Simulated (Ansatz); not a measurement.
The figure comes from a scan of HfN (rock salt): one Hf atom of a 4-atom cell moves by s towards the nearest neighbour, with its periodic images. Method: r2SCAN (plane waves to 500 eV, PAW, scalar-relativistic; Ansatz, an electronic-structure program). k mesh 7×14×14 (Γ-centred), Fermi-Dirac smearing 0.05 eV. Energies are smeared free energies. With partly filled bands, energies and forces of such displacements shift with the k mesh and the smearing. HfN is run without spin polarisation. HfN was relaxed with its symmetry unable to fall. Spin-orbit coupling is left out, though Hf is heavy. The zero of ΔE is the undisplaced structure.

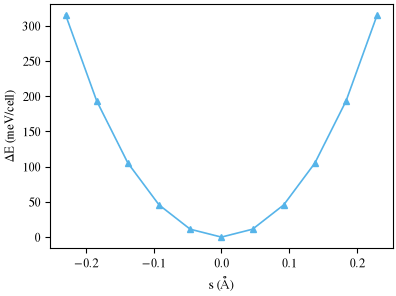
Figure. ΔE (meV/cell) against s (Å); computed points joined by lines.

Question: Read the plotted values off the figure, to the accuracy that the plot allows.

Answer: To the nearest 5:

```csv
s (Å),ΔE (meV/cell)
-0.230,315
-0.184,195
-0.138,105
-0.092,45
-0.046,10
0.000,0
0.046,10
0.092,45
0.138,105
0.184,195
0.230,315
```

(For displaced atoms, the force is minus the slope of the energy, and its curvature is a force constant, which sets phonon frequencies.)
